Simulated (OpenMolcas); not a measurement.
**C2H5NSi (SMILES C[SiH2]C#N) at 6 levels**

We compute a comparison of 6 runs (B3LYP/6-31G*, B2PLYP/cc-pVDZ, B3LYP/cc-pVDZ, PBE0/cc-pVDZ, TPSS/cc-pVDZ, r2SCAN/cc-pVDZ) of C2H5NSi. 

The results are computed with OpenMolcas 26.06.

1 further run of the same task is left out (set aside as unsound or not needed).

**1. The structure to begin with**

The species is C2H5NSi (9 atoms), meant as a singlet with charge 0. SMILES: `C[SiH2]C#N`. The shape is that of a PBE0-D4/def2-TZVP optimisation.

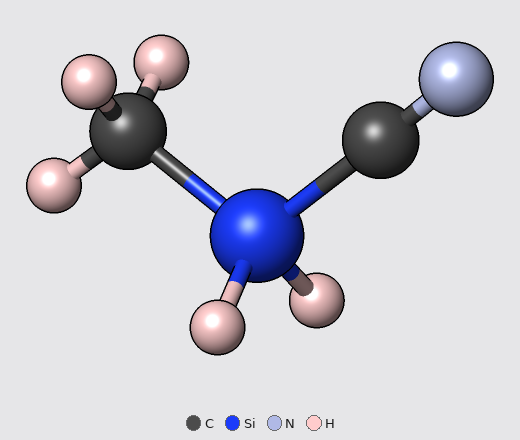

The structure, seen from a chosen angle (carbon dark grey, silicon blue, nitrogen light blue, hydrogen pink).

**2. Energy and gradient at B3LYP/6-31G(d) (spherical functions) (run 1)**

The input, mol.xyz:

```xyz
9

C     -0.672000     0.931100    -0.497500
Si    -0.146800    -0.554600     0.488300
C      1.638300    -0.910100     0.129800
N      2.747300    -1.112400    -0.107600
H     -0.554100     0.746100    -1.566800
H     -0.072800     1.803400    -0.229800
H     -1.721900     1.160400    -0.300900
H     -0.893300    -1.779400     0.117000
H     -0.236400    -0.330800     1.950300
```

The input, test.input:

```
&GATEWAY
BasLib=$CurrDir
Coord=mol.xyz
Basis=6-31Gs
Group=NoSym
&SEWARD
GridInput
Grid=UltraFine
End of Grid
&SCF
KSDFT=B3LYP
Thresholds=1e-10 1e-07 1e-07 1e-05
PrOrbitals=1
&ALASKA
```

The basis set 6-31G* is read from a file made from the Basis Set Exchange's data (not shown).

Command:

```console
$ export MOLCAS_MEM=1860
$ pymolcas test.input > test.log
```

The program printed:

```text
--- Start Module: gateway ---
[...]
--- Stop Module: gateway /rc=_RC_ALL_IS_WELL_ ---
[...]
      Basis functions           70
[...]
--- Start Module: scf ---
[...]
       Convergence after  14 Iterations
[...]
::    Total KS-DFT energy                            -423.4613592723
[...]
      Total spin, S                                     0.0000000000
[...]
      Total electronic charge=   38.000000
      Total            charge=   -0.000000
[...]
      Dipole Moment (debye):
      Origin of the operator (angstrom)=    0.5978   -0.4116    0.1086
                   X= -3.5682E+00               Y=  1.4115E+00               Z=  1.6242E-01           Total=  3.8407E+00
      Quadrupole Moment (debye*angstrom):
[...]
--- Stop Module: scf /rc=_RC_ALL_IS_WELL_ ---
[...]
--- Start Module: alaska ---
[...]
 *              Molecular gradients               *
 **************************************************
  Irreducible representation: a
 ------------------------------------------------------------------------------------------
                              X                       Y                       Z
 ------------------------------------------------------------------------------------------
  C1                1.64923050406562E-03   -2.54766768283599E-03    1.39815846910984E-03
  SI2              -1.57972692516228E-03    5.06878988810255E-03   -3.48912209192154E-03
  C3                2.39399985807127E-02   -4.11357631444487E-03   -5.31289803340096E-03
  N4               -2.68443085149919E-02    4.96669298329255E-03    5.68939242713995E-03
  H5                5.51062058022911E-05   -3.19967002834071E-04    2.30654141797704E-03
  H6               -7.77898479303651E-04   -2.16873921614580E-03   -5.44081405166041E-05
  H7                2.13620842604501E-03   -1.20548643734386E-03    1.85702727594272E-04
  H8                7.77911257200614E-04    3.09565540345780E-04   -1.87953777296190E-04
[...]
--- Stop Module: alaska /rc=_RC_ALL_IS_WELL_ ---
[...]
```

Wall time 27 s (1 thread of AMD EPYC 7R43 (Zen 3), shared host); peak memory 0.41 GiB.

**3. A single-point energy at B2PLYP/cc-pVDZ (run 2)**

The input, job.inp:

```
* C2H5NSi Kohn-Sham DFT
&GATEWAY
BasLib = $CurrDir
BasisSet
C.cc-pVDZ....
C1 -0.672000 0.931100 -0.497500 angstrom
C3 1.638300 -0.910100 0.129800 angstrom
End of Basis
BasisSet
Si.cc-pVDZ....
Si2 -0.146800 -0.554600 0.488300 angstrom
End of Basis
BasisSet
N.cc-pVDZ....
N4 2.747300 -1.112400 -0.107600 angstrom
End of Basis
BasisSet
H.cc-pVDZ....
H5 -0.554100 0.746100 -1.566800 angstrom
H6 -0.072800 1.803400 -0.229800 angstrom
H7 -1.721900 1.160400 -0.300900 angstrom
H8 -0.893300 -1.779400 0.117000 angstrom
H9 -0.236400 -0.330800 1.950300 angstrom
End of Basis
&SEWARD
GridInput
Grid=UltraFine
End of Grid
&SCF
KSDFT = B2PLYP_SCF
Thresholds = 1e-10 1e-07 1e-07 1e-05
PrOrbitals = 0
&MBPT2
Frozen = 8
```

The basis set cc-pVDZ is read from a file made from the Basis Set Exchange's data (not shown).

Command:

```console
$ export MOLCAS_MEM=1860
$ pymolcas job.inp > job.log
```

The program printed:

```text
--- Start Module: gateway ---
[...]
--- Stop Module: gateway /rc=_RC_ALL_IS_WELL_ ---
[...]
      Basis functions           85
[...]
--- Start Module: scf ---
[...]
       Convergence after  14 Iterations
[...]
::    Total KS-DFT energy                            -423.0210782822
[...]
      Total spin, S                                     0.0000000000
[...]
      Total electronic charge=   38.000000
      Total            charge=   -0.000000
[...]
      Dipole Moment (debye):
      Origin of the operator (angstrom)=    0.5978   -0.4116    0.1086
                   X= -3.6026E+00               Y=  1.3962E+00               Z=  1.8687E-01           Total=  3.8682E+00
      Quadrupole Moment (debye*angstrom):
[...]
--- Stop Module: scf /rc=_RC_ALL_IS_WELL_ ---
[...]
--- Start Module: mbpt2 ---
[...]
 ###    WARNING: MP2 implementation intended for RHF references only         ###
 ###############################################################################
MBPT2 WARNING: Reference function according to RunFile:KS-DFT
I'll assume you know what you're doing and continue
WARNING!
Default frozen orbitals as non valence orbitals is overwritten by user input.
Default values:   5
[...]
       Reference weight ( Cref**2 )         =        0.75261
::    Total MBPT2 energy                             -423.6730670124
[...]
      Total MBPT2 calculations                           0.27      0.31
--- Stop Module: mbpt2 /rc=_RC_ALL_IS_WELL_ ---
[...]
```

Run time: 27 s. Hardware: 1 thread of AMD EPYC 7R43 (Zen 3), shared host; peak memory 0.47 GiB.

Runs 3 to 5 aren't shown in full; the table further down has their settings and results.

**4. Energy and forces at r2SCAN/cc-pVDZ (run 6)**

The input, calc.inp:

```
&GATEWAY
  BasLib = $CurrDir
  Coord
  9
  angstrom
  C       -0.672000       0.931100      -0.497500
  Si      -0.146800      -0.554600       0.488300
  C        1.638300      -0.910100       0.129800
  N        2.747300      -1.112400      -0.107600
  H       -0.554100       0.746100      -1.566800
  H       -0.072800       1.803400      -0.229800
  H       -1.721900       1.160400      -0.300900
  H       -0.893300      -1.779400       0.117000
  H       -0.236400      -0.330800       1.950300
  Basis = cc-pVDZ
  Group = NoSym

&SEWARD
  GridInput
  Grid=UltraFine
  End of Grid

&SCF
  KSDFT = 2
  1.0 MGGA_X_R2SCAN
  1.0 MGGA_C_R2SCAN
  Thresholds = 1e-10 1e-07 1e-07 1e-05
  PrOrbitals = 1 1

&ALASKA
```

The basis set cc-pVDZ is read from a file made from the Basis Set Exchange's data (not shown).

Command:

```console
$ export MOLCAS_MEM=1860
$ pymolcas calc.inp > calc.log
```

The program printed:

```text
--- Start Module: gateway ---
[...]
--- Stop Module: gateway /rc=_RC_ALL_IS_WELL_ ---
[...]
      Basis functions           85
[...]
--- Start Module: scf ---
[...]
       Convergence after  16 Iterations
[...]
::    Total KS-DFT energy                            -423.3544227407
[...]
      Total spin, S                                     0.0000000000
[...]
      Total electronic charge=   38.000000
      Total            charge=   -0.000000
[...]
      Dipole Moment (debye):
      Origin of the operator (angstrom)=    0.5978   -0.4116    0.1086
                   X= -3.5380E+00               Y=  1.4402E+00               Z=  1.2896E-01           Total=  3.8220E+00
      Quadrupole Moment (debye*angstrom):
[...]
--- Stop Module: scf /rc=_RC_ALL_IS_WELL_ ---
[...]
--- Start Module: alaska ---
[...]
 *              Molecular gradients               *
 **************************************************
  Irreducible representation: a
 ------------------------------------------------------------------------------------------
                              X                       Y                       Z
 ------------------------------------------------------------------------------------------
  C1                2.65196712189830E-04    2.43213529788733E-04   -3.13578534916203E-04
  SI2               8.49604440865903E-04    1.02396611825384E-03   -1.16211191900106E-03
  C3                3.26965505047667E-02   -5.82483701844305E-03   -7.09706972802104E-03
  N4               -3.86877621793857E-02    7.02813438963990E-03    8.30260590880627E-03
  H5               -6.65897069356325E-04    1.02377408560295E-03    5.96572738754197E-03
  H6               -3.32831870665640E-03   -4.84517201918733E-03   -1.48074454406932E-03
  H7                5.79881709555519E-03   -1.35681109871055E-03   -1.01251026284477E-03
  H8                2.48859605245233E-03    3.45540499521046E-03    1.04266804937647E-03
[...]
--- Stop Module: alaska /rc=_RC_ALL_IS_WELL_ ---
[...]
```

It took 72 s on 1 thread of AMD EPYC 7R43 (Zen 3), shared host; peak memory 0.47 GiB.

**5. Overview of the runs**

| run | level | task | frozen core orbitals | energy (Eh) | dipole moment (D) | HOMO energy (eV) | LUMO energy (eV) | wall time |
| --- | --- | --- | --- | --- | --- | --- | --- | --- |
| 1 | B3LYP/6-31G* (spherical functions) | gradient | – | -423.461359 | 3.84 | -9.02 | -0.29 | 27 s |
| 2 | B2PLYP/cc-pVDZ | energy | 8 | -423.197115 | 3.87 | -10.49 | 1.23 | 27 s |
| 3 | B3LYP/cc-pVDZ | gradient | – | -423.483953 | 3.77 | -9.07 | -0.32 | 42 s |
| 4 | PBE0/cc-pVDZ | gradient | – | -423.176913 | 3.82 | -9.36 | -0.13 | 40 s |
| 5 | TPSS/cc-pVDZ | gradient | – | -423.514761 | 3.72 | -8.07 | -0.91 | 65 s |
| 6 | r2SCAN/cc-pVDZ | gradient | – | -423.354423 | 3.82 | -8.35 | -0.90 | 72 s |

**6. Results**

```
                       quantity          value
            run 6: total energy  -423.35442 Eh
           run 6: dipole moment         3.82 D
             run 6: HOMO energy       -8.35 eV
             run 6: LUMO energy       -0.90 eV
           run 6: HOMO–LUMO gap        7.45 eV
run 6: largest force on an atom     2.067 eV/Å
```

In words: The dipole moment (its size) runs from 3.72 D (TPSS/cc-pVDZ) to 3.87 D (B2PLYP/cc-pVDZ). A double hybrid's value is that of its SCF part. The HOMO–LUMO gap runs from 7.16 eV (TPSS/cc-pVDZ) to 11.71 eV (B2PLYP/cc-pVDZ). For B2PLYP the log adds the whole second-order term; the table takes 0.27 of it, as the functional is defined. Totals of different functionals can't be ranked against each other. All runs together took 4.6 min, the longest 72 s.
